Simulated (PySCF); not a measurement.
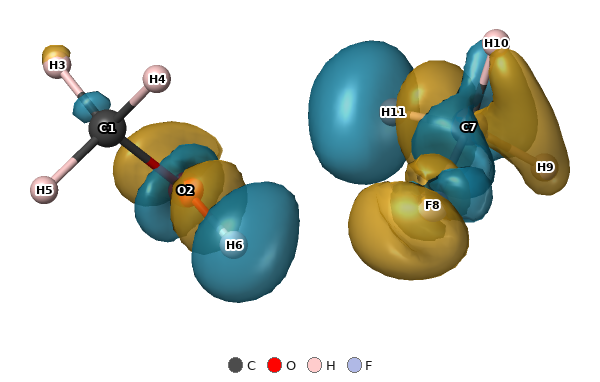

C2H7FO, SMILES `CO.CF`. Density of the complex less the densities of the two fragments at the same geometry, ±0.003 e/Å³ (yellow: gain, teal: loss). Fragment A: H4CO (atoms 1–6); fragment B: H3CF.

PySCF calculation, BP86/cc-pVDZ, gas phase; geometry: GFN2-xTB.

**Which way does charge flow?**

Hirshfeld charges show almost no net transfer (under 0.005 e). By Hirshfeld charges, electrons gather most on F8 (−0.008 e) and leave H11 most (+0.014 e); 0.05 e is displaced in all, which induces a dipole of 0.06 D.

**What is the interaction energy, and which contacts carry it?**

The counterpoise-corrected interaction energy of the frozen fragments is −0.9 kcal/mol without dispersion correction and −2.2 kcal/mol with D3(BJ). The pair geometry is semi-empirical, not a minimum at this level. Contacts: O2···H11, weak C–H hydrogen bond, 2.49 Å, ρ = 0.010 a.u.; H6···F8, hydrogen bond, 2.37 Å, ρ = 0.010 a.u. The pose is a local one from a semi-empirical search, not shown to be the most stable.

Cost of the run: 26 s on 1 thread of Arm Neoverse V1 (shared host), peak memory 0.41 GiB.
